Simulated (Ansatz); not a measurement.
# What TiC (model cell, started as CsCl type) distorts into, part 2 of 3

Which phase does TiC (model cell, started as CsCl type) fall into along its unstable mode, and how much energy does it gain?

Ansatz 0.2.0; DFT PBEsol, scalar-relativistic, plane waves, PAW.

So far, highest frequency on the path or at a solved wavevector (cm⁻¹): step 2 (response at finite wavevector) 419. Also lowest frequency on the path (cm⁻¹): step 2 -369.

The structure was built from a prototype and need not be the compound's stable phase.

### 6. Relaxing from the distorted cell

Starting from the lowest point found, all atoms and the cell are let go, so that strain and other modes of the same symmetry can join in.

Input file input.yaml:

```yaml
crystal:
  lattice:
    - [2.6818219351, 0.0, 0.0]
    - [0.0, 2.6818219351, 0.0]
    - [0.0, 0.0, 5.3636438702]
  atoms:
    - { symbol: Ti, position: [0.1186499549, 0.1186499549, 0.0] }
    - { symbol: Ti, position: [-0.1186499549, -0.1186499549, 0.5] }
    - { symbol: C, position: [0.5, 0.5, 0.25] }
    - { symbol: C, position: [0.5, 0.5, 0.75] }
kpoints:
  mp_grid: { grid: [14, 14, 8] }
hamiltonian:
  xc: pbesol
scf:
  occupations: { method: methfessel_paxton, width: 0.15 }
output:
  forces: true
  stress: true
  eigenvalues: true
relax:
  adjacent_minimum: "off"
  f_tol: 0.002
  max_steps: 120
  cell: { stress_tol: 0.03 }
```

Command:

```bash
ansatz run input.yaml --threads 4 --pin off --max-ram 7168MiB --backend cpu --events-out ev --progress --plain --runs-dir out
```

Numbers of over 12 decimals in the logs are rounded to 6 here.

The log of the run:

```text
[...]
Crystal: 4 atoms, lattice volume = 38.576 Å³
Basis set: ecut = 420 eV, 757 PW (Γ), exchange–correlation on 36×36×72 points (8 copies of the dense FFT grid, shifted against one another)
Bands: 20, of which v1, the nominal top of the filled ones, is band 16 counted from 1 (15 counted from 0)
Symmetry: 8 space group operations
[...]
k-points: 285 of 1568
[...]
SCF iter   1: F=—  HF=-5441.047247 eV  |F-HF|=—  |Δ(HF+E_count)|=         —  Δρ=1.43e-2  dr2=5.94e-2  ethr=1.77e-3  ⟨swp⟩=4.3  Hψ=22812  notcnv=0
[...]
SCF iter   6: F=-5441.033740 eV  HF=-5441.033740 eV  |F-HF|=2.82e-8  |Δ(HF+E_count)|=   9.46e-8  S|Δr|=    0.00e0  Δρ=1.16e-5  dr2=5.23e-8  ethr=3.13e-10  ⟨swp⟩=5.1  Hψ=23361  notcnv=0
SCF 1 converged in 6 iterations: F = -5441.033740 eV  dr2 = 5.23e-8
[...]
relax step   1: F+E_penalty+E_count = -5441.03373976 eV  Δ(F+E_penalty+E_count) = +0.000e0 eV  max|allowed force component| = 2.629e-1 eV/Å  Δτ_max = 0.0000 Å  P = +14.395 GPa  Ω = 38.576 Å³  (6 SCF iters, dr2 threshold 1.00e-7 eV, accepted)
Crystal: 4 atoms, lattice volume = 40.488 Å³
Basis set: ecut = 420 eV, 791 PW (Γ), exchange–correlation on 36×36×72 points (8 copies of the dense FFT grid, shifted against one another)
[...]
SCF iter   6: F=-5441.316479 eV  HF=-5441.316479 eV  |F-HF|=1.11e-8  |Δ(HF+E_count)|=   1.08e-7  S|Δr|=    0.00e0  Δρ=7.37e-6  dr2=2.19e-8  ethr=1.25e-9  ⟨swp⟩=5.0  Hψ=24968  notcnv=0
SCF 2 converged in 6 iterations: F = -5441.316479 eV  dr2 = 2.19e-8
relax step   2: F+E_penalty+E_count = -5441.31647917 eV  Δ(F+E_penalty+E_count) = -2.827e-1 eV  max|allowed force component| = 5.470e-2 eV/Å  Δτ_max = 0.0430 Å  P = +3.061 GPa  Ω = 40.488 Å³  energy of the carried Pulay correction = -3.203e-3 eV  (6 SCF iters, dr2 threshold 4.00e-7 eV, accepted)
Crystal: 4 atoms, lattice volume = 41.911 Å³
Basis set: ecut = 420 eV, 805 PW (Γ), exchange–correlation on 36×36×72 points (8 copies of the dense FFT grid, shifted against one another)
[...]
SCF iter   6: F=-5441.606694 eV  HF=-5441.606694 eV  |F-HF|=1.48e-8  |Δ(HF+E_count)|=   1.20e-7  S|Δr|=    0.00e0  Δρ=9.66e-6  dr2=3.13e-8  ethr=1.25e-9  ⟨swp⟩=5.1  Hψ=26932  notcnv=0
SCF 3 converged in 6 iterations: F = -5441.606694 eV  dr2 = 3.13e-8
relax step   3: F+E_penalty+E_count = -5441.60669352 eV  Δ(F+E_penalty+E_count) = -2.902e-1 eV  max|allowed force component| = 6.123e-2 eV/Å  Δτ_max = 0.0377 Å  P = -4.462 GPa  Ω = 41.911 Å³  energy of the carried Pulay correction = -5.489e-3 eV  (6 SCF iters, dr2 threshold 4.00e-7 eV, accepted)
[... from here on, the SCF cycles and remarks between the steps are left out ...]
relax step   4: F+E_penalty+E_count = -5441.91147769 eV  Δ(F+E_penalty+E_count) = -3.048e-1 eV  max|allowed force component| = 1.021e-1 eV/Å  Δτ_max = 0.0350 Å  P = -10.787 GPa  Ω = 43.127 Å³  energy of the carried Pulay correction = -7.380e-3 eV  (5 SCF iters, dr2 threshold 4.00e-7 eV, accepted)
relax step   5: F+E_penalty+E_count = -5442.32901202 eV  Δ(F+E_penalty+E_count) = -4.175e-1 eV  max|allowed force component| = 8.235e-3 eV/Å  Δτ_max = 0.0316 Å  P = -13.308 GPa  Ω = 43.275 Å³  energy of the carried Pulay correction = -7.605e-3 eV  (6 SCF iters, dr2 threshold 4.00e-7 eV, accepted)
relax step   6: F+E_penalty+E_count = -5442.84465827 eV  Δ(F+E_penalty+E_count) = -5.156e-1 eV  max|allowed force component| = 2.384e-1 eV/Å  Δτ_max = 0.0288 Å  P = -12.699 GPa  Ω = 42.442 Å³  energy of the carried Pulay correction = -6.322e-3 eV  (6 SCF iters, dr2 threshold 4.00e-7 eV, accepted)
relax step   7: F+E_penalty+E_count = -5443.41521735 eV  Δ(F+E_penalty+E_count) = -5.706e-1 eV  max|allowed force component| = 3.301e-1 eV/Å  Δτ_max = 0.0068 Å  P = -8.328 GPa  Ω = 40.444 Å³  energy of the carried Pulay correction = -3.131e-3 eV  (6 SCF iters, dr2 threshold 4.00e-7 eV, accepted)
relax step   8: F+E_penalty+E_count = -5443.65675816 eV  Δ(F+E_penalty+E_count) = -2.415e-1 eV  max|allowed force component| = 5.010e-2 eV/Å  Δτ_max = 0.0153 Å  P = +0.694 GPa  Ω = 38.083 Å³  energy of the carried Pulay correction = +8.522e-4 eV  (6 SCF iters, dr2 threshold 4.00e-7 eV, accepted)
relax step   9: F+E_penalty+E_count = -5443.66850930 eV  Δ(F+E_penalty+E_count) = -1.175e-2 eV  max|allowed force component| = 2.411e-3 eV/Å  Δτ_max = 0.0027 Å  P = -0.112 GPa  Ω = 38.266 Å³  energy of the carried Pulay correction = +5.341e-4 eV  (5 SCF iters, dr2 threshold 4.00e-7 eV, accepted)
relax step  10: F+E_penalty+E_count = -5443.66960646 eV  Δ(F+E_penalty+E_count) = -1.097e-3 eV  max|allowed force component| = 1.601e-3 eV/Å  Δτ_max = 0.0004 Å  P = +0.096 GPa  Ω = 38.263 Å³  energy of the carried Pulay correction = +5.404e-4 eV  (4 SCF iters, dr2 threshold 4.00e-7 eV, accepted)
relax step  11: F+E_penalty+E_count = -5443.66959646 eV  Δ(F+E_penalty+E_count) = +1.000e-5 eV  max|allowed force component| = 5.194e-4 eV/Å  Δτ_max = 0.0001 Å  P = -0.090 GPa  Ω = 38.277 Å³  energy of the carried Pulay correction = +5.162e-4 eV  (3 SCF iters, dr2 threshold 1.83e-7 eV, accepted)
relax step  12: F+E_penalty+E_count = -5443.66961456 eV  Δ(F+E_penalty+E_count) = -1.810e-5 eV  max|allowed force component| = 8.640e-5 eV/Å  Δτ_max = 0.0001 Å  P = -0.002 GPa  Ω = 38.269 Å³  energy of the carried Pulay correction = +5.302e-4 eV  (3 SCF iters, dr2 threshold 6.87e-8 eV, accepted)
relax step  13: F+E_penalty+E_count = -5444.10908194 eV  Δ(F+E_penalty+E_count) = -4.395e-1 eV  max|allowed force component| = 1.053e-2 eV/Å  Δτ_max = 0.0000 Å  P = +10.219 GPa  Ω = 38.269 Å³  stress off target by 2.75e1 GPa  SCF on the basis re-selected at this cell (its energy is not comparable with the rows above)  (8 SCF iters)
relax step  14: F+E_penalty+E_count = -5444.27600750 eV  Δ(F+E_penalty+E_count) = -1.669e-1 eV  max|allowed force component| = 4.828e-3 eV/Å  Δτ_max = 0.0077 Å  P = +4.495 GPa  Ω = 38.924 Å³  energy of the carried Pulay correction = -1.334e-3 eV  (5 SCF iters, dr2 threshold 4.00e-7 eV, accepted)
relax step  15: F+E_penalty+E_count = -5444.31036016 eV  Δ(F+E_penalty+E_count) = -3.435e-2 eV  max|allowed force component| = 5.116e-3 eV/Å  Δτ_max = 0.0039 Å  P = -0.937 GPa  Ω = 39.645 Å³  energy of the carried Pulay correction = -2.707e-3 eV  (6 SCF iters, dr2 threshold 4.00e-7 eV, accepted)
relax step  16: F+E_penalty+E_count = -5444.31195940 eV  Δ(F+E_penalty+E_count) = -1.599e-3 eV  max|allowed force component| = 1.625e-4 eV/Å  Δτ_max = 0.0006 Å  P = +0.017 GPa  Ω = 39.505 Å³  energy of the carried Pulay correction = -2.464e-3 eV  (4 SCF iters, dr2 threshold 4.00e-7 eV, accepted)
relax step  17: F+E_penalty+E_count = -5444.31195665 eV  Δ(F+E_penalty+E_count) = +2.759e-6 eV  max|allowed force component| = 8.447e-5 eV/Å  Δτ_max = 0.0000 Å  P = -0.008 GPa  Ω = 39.508 Å³  energy of the carried Pulay correction = -2.471e-3 eV  (3 SCF iters, dr2 threshold 2.34e-8 eV, accepted)
relax step  18: F+E_penalty+E_count = -5444.31752897 eV  Δ(F+E_penalty+E_count) = -5.572e-3 eV  max|allowed force component| = 8.028e-4 eV/Å  Δτ_max = 0.0000 Å  P = +0.179 GPa  Ω = 39.508 Å³  stress off target by 4.96e-1 GPa  SCF on the basis re-selected at this cell (its energy is not comparable with the rows above)  (6 SCF iters)
relax step  19: F+E_penalty+E_count = -5444.31755964 eV  Δ(F+E_penalty+E_count) = -3.067e-5 eV  max|allowed force component| = 1.391e-4 eV/Å  Δτ_max = 0.0001 Å  P = +0.014 GPa  Ω = 39.530 Å³  energy of the carried Pulay correction = -4.318e-5 eV  (3 SCF iters, dr2 threshold 4.00e-7 eV, accepted)
relax step  20: F+E_penalty+E_count = -5444.31755628 eV  Δ(F+E_penalty+E_count) = +3.362e-6 eV  max|allowed force component| = 2.413e-4 eV/Å  Δτ_max = 0.0000 Å  P = -0.000 GPa  Ω = 39.532 Å³  energy of the carried Pulay correction = -4.682e-5 eV  (4 SCF iters, dr2 threshold 2.61e-9 eV, accepted)
[...]
SCF iter   4: F=-5444.317604 eV  HF=-5444.317604 eV  |F-HF|=0.00e0  |Δ(HF+E_count)|=  1.34e-10  S|Δr|=    0.00e0  Δρ=9.02e-8  dr2=1.37e-12  ethr=1.00e-12  ⟨swp⟩=3.8  Hψ=23593  notcnv=0
SCF 21 converged in 4 iterations: F = -5444.317604 eV  dr2 = 1.37e-12
relax step  21: F+E_penalty+E_count = -5444.31760409 eV  Δ(F+E_penalty+E_count) = -4.782e-5 eV  max|allowed force component| = 2.400e-4 eV/Å  Δτ_max = 0.0000 Å  P = +0.000 GPa  Ω = 39.532 Å³  stress off target by 1.17e-3 GPa  SCF on the basis re-selected at this cell (its energy is not comparable with the rows above)  (4 SCF iters)
[...]
SCF converged after 4 iterations
[...]
Free energy (F): -5444.317604 eV
[...]
Internal energy: -5444.318185 eV  (E = F + TS)
E sigma→0 (E₀):  -5444.317749 eV
Entropy (-TS):   0.000581 eV (0.145 meV/atom)
Fermi energy:    15.573841 eV
[...]
--- Forces (eV/Å), atoms counted from 1 ---
  atom   1  Ti     0.00024002     0.00024002     0.00000000
  atom   2  Ti    -0.00024002    -0.00024002     0.00000000
  atom   3  C      0.00000000     0.00000000     0.00000000
  atom   4  C      0.00000000     0.00000000     0.00000000
  max |Σ_I F_I| component: 6.31e-30 eV/Å
--- Stress (GPa, compression-positive) ---
        0.000702      -0.000359       0.000000
       -0.000359       0.000702       0.000000
        0.000000       0.000000      -0.001170
  P = ⅓ Tr σ = 0.0001 GPa (0.001 kbar)
--- Band table (eV; the first three rows and the last of 285) ---
  k-point 0: bands = [... 12 lower, 12.1722, 14.4543, 14.4546, 16.1490, 16.1490, 16.2181, 16.2862, 16.2863]
  k-point 1: bands = [... 12 lower, 12.1950, 14.1517, 14.1519, 15.9643, 16.4161, 16.4162, 16.5102, 16.5103]
  k-point 2: bands = [... 12 lower, 12.2750, 13.6113, 13.6114, 15.2325, 16.7766, 16.7767, 17.1814, 17.1815]
  k-point 284: bands = [... 12 lower, 12.8015, 12.8015, 12.9790, 12.9790, 17.0337, 17.0337, 17.9252, 17.9252]
--- Relaxed structure (18 steps of the walk, 18 accepted, 3 SCFs on fresh bases) ---
  F+E_penalty+E_count = -5444.31760409 eV   max|allowed force component| = 2.400e-4 eV/Å   (the final SCF, on the basis selected at the relaxed cell)
  cell:  # Å, volume = 39.5325 Å³
    - [3.020870, 0.809441, 0.0]
    - [0.809441, 3.020870, 0.0]
    - [0.0, 0.0, 4.667097]
  atoms:
    - { symbol: Ti, position: [0.166663, 0.166663, 0] }
    - { symbol: Ti, position: [-0.166663, -0.166663, 0.5] }
    - { symbol: C, position: [0.5, 0.5, 0.25] }
    - { symbol: C, position: [0.5, 0.5, 0.75] }
```

Run time: 70 s. Hardware: 4 threads of Arm Neoverse V1, shared host; peak memory 0.52 GiB; 4.5 min of CPU time.

Step by step:

```tsv
step	energy less that of the first step (eV)	largest force component (eV/Å)	pressure (GPa)	volume (Å³)
1	0.0000	0.2629	14.40	38.58
2	-0.2827	0.0547	3.06	40.49
3	-0.5730	0.0612	-4.46	41.91
4	-0.8777	0.1021	-10.79	43.13
5	-1.2953	0.0082	-13.31	43.27
6	-1.8109	0.2384	-12.70	42.44
7	-2.3815	0.3301	-8.33	40.44
8	-2.6230	0.0501	0.69	38.08
9	-2.6348	0.0024	-0.11	38.27
10	-2.6359	0.0016	0.10	38.26
11	-2.6359	0.0005	-0.09	38.28
12	-2.6359	0.0001	0.00	38.27
13*	-3.0753	0.0105	10.22	38.27
14	-3.2423	0.0048	4.49	38.92
15	-3.2766	0.0051	-0.94	39.64
16	-3.2782	0.0002	0.02	39.51
17	-3.2782	0.0001	-0.01	39.51
18*	-3.2838	0.0008	0.18	39.51
19	-3.2838	0.0001	0.01	39.53
20	-3.2838	0.0002	0.00	39.53
21*	-3.2839	0.0002	0.00	39.53
```

Relaxation steps marked * repeat the geometry before them on a plane-wave basis chosen anew for their cell, so energy and pressure can jump there.

Forces are held to the 8 operations that the run works with; a distortion that breaks them can't arise in this run.

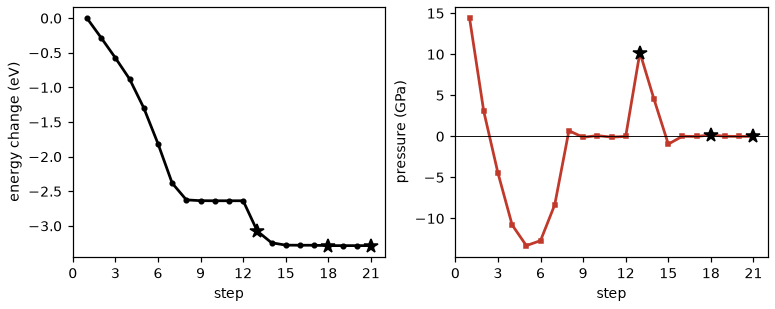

Energy and pressure along the relaxation. Stars mark steps on a basis chosen anew.

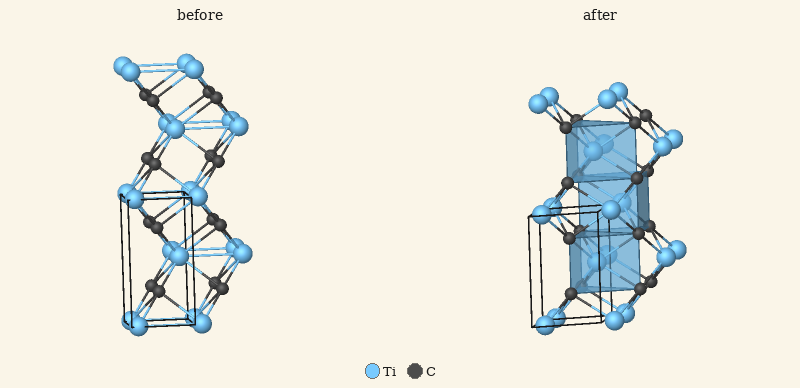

The structure before and after the relaxation, drawn at the same scale.

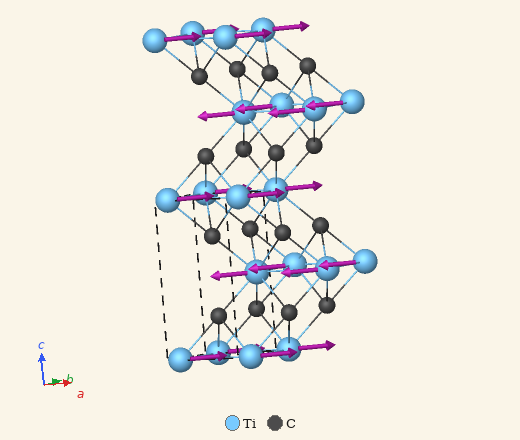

Displacements in the relaxation, exaggerated, measured against the changing cell; the longest in the cell stands for 0.26 Å. 2×2×2 cells are drawn. Some periodic images of atoms are drawn too.

```tsv
cell as run	before	after	change
a (Å)	2.682	3.127	+16.6 %
b (Å)	2.682	3.127	+16.6 %
c (Å)	5.364	4.667	-13.0 %
γ (°)	90.00	60.00	-33.3 %
volume (Å³/atom)	9.64	9.88	+2.5 %
```

The atoms that moved most (Å, as changes of fractional coordinates times the final cell):

```tsv
atom	dx	dy	dz	length
Ti1	0.184	0.184	0.000	0.260
Ti2	-0.184	-0.184	0.000	0.260
```

The relaxed structure:

```cif
data_structure
_symmetry_space_group_name_H-M 'P 1'
_symmetry_Int_Tables_number 1
_cell_length_a 3.1274
_cell_length_b 3.1274
_cell_length_c 4.6671
_cell_angle_alpha 90.000
_cell_angle_beta 90.000
_cell_angle_gamma 60.000
_cell_volume 39.53
loop_
_atom_site_label
_atom_site_type_symbol
_atom_site_fract_x
_atom_site_fract_y
_atom_site_fract_z
_atom_site_occupancy
Ti1 Ti 0.16666 0.16666 0.00000 1
Ti2 Ti 0.83334 0.83334 0.50000 1
C3 C 0.50000 0.50000 0.25000 1
C4 C 0.50000 0.50000 0.75000 1
```

This step gave:

```yaml
pressure: 7.84e-5 GPa
volume_per_atom: 9.883 Å³
```

The distorted start has space group Cmcm; the relaxation ends in P6_3/mmc.

### 7. The new phase in its own primitive cell

The relaxed structure is symmetrised, reduced to its primitive cell and relaxed tightly, as its phonons need.

input.yaml, the sections that differ from step 6:

```yaml
crystal:
  lattice:
    - [3.1274340621, 0.0, 0.0]
    - [-1.563717031, 2.7084373464, 0.0]
    - [0.0, 0.0, 4.6670974428]
  atoms:
    - { symbol: Ti, position: [0.3333333333, 0.6666666667, 0.75] }
    - { symbol: Ti, position: [0.6666666667, 0.3333333333, 0.25] }
    - { symbol: C, position: [0.0, 0.0, 0.0] }
    - { symbol: C, position: [0.0, 0.0, 0.5] }
kpoints:
  mp_grid: { grid: [15, 15, 8] }
relax:
  adjacent_minimum: "off"
  f_tol: 0.001
  max_steps: 60
  cell: { stress_tol: 0.01 }
# hamiltonian, scf, output: as in step 6
```

The log of the run:

```text
[...]
Crystal: 4 atoms, lattice volume = 39.532 Å³
Basis set: ecut = 420 eV, 771 PW (Γ), exchange–correlation on 48×48×64 points (8 copies of the dense FFT grid, shifted against one another)
Bands: 20, of which v1, the nominal top of the filled ones, is band 16 counted from 1 (15 counted from 0)
Symmetry: 24 space group operations
[...]
k-points: 135 of 1800
[...]
--- Relaxed structure (3 steps of the walk, 3 accepted, 1 SCFs on fresh bases) ---
[...]
cell:  # Å, volume = 39.5326 Å³
    - [3.128050, -2.8873217202082087e-11, 0]
    - [-1.564025, 2.708971, 0]
    - [0, 0, 4.665275]
  atoms:
    - { symbol: Ti, position: [0.333333, 0.666667, 0.75] }
    - { symbol: Ti, position: [0.666667, 0.333333, 0.25] }
    - { symbol: C, position: [0, 0, 0] }
    - { symbol: C, position: [0, 0, 0.5] }
[key lines of the parts left out:]
SCF converged after 5 iterations
Free energy (F): -5444.316403 eV
Fermi energy:    15.546727 eV
P = ⅓ Tr σ = -0.0004 GPa (-0.004 kbar)
```

The job ended after 6 s (4 threads; peak memory 0.42 GiB).

Little changed from the start: no atom moved by 0.005 Å and no cell edge by 0.1 %.

Numbers from this step:

```
pressure : -4.43e-4 GPa
```

The forces vanish by symmetry and the pressure is 0.000 GPa, within the tolerances set. The cell now holds 9.88 Å³/atom.

(Part 2 of 3 ends here.)

[Logs are printed without paths, hosts, clocks, repeated set-up lines and the standing remarks that a program may print on its own settings, such as how far it seeks lower states.]

[Hosts, paths, dates, database ids (printed as entryN), source tags and the programs' standing remarks are cut or masked in the printed files.]
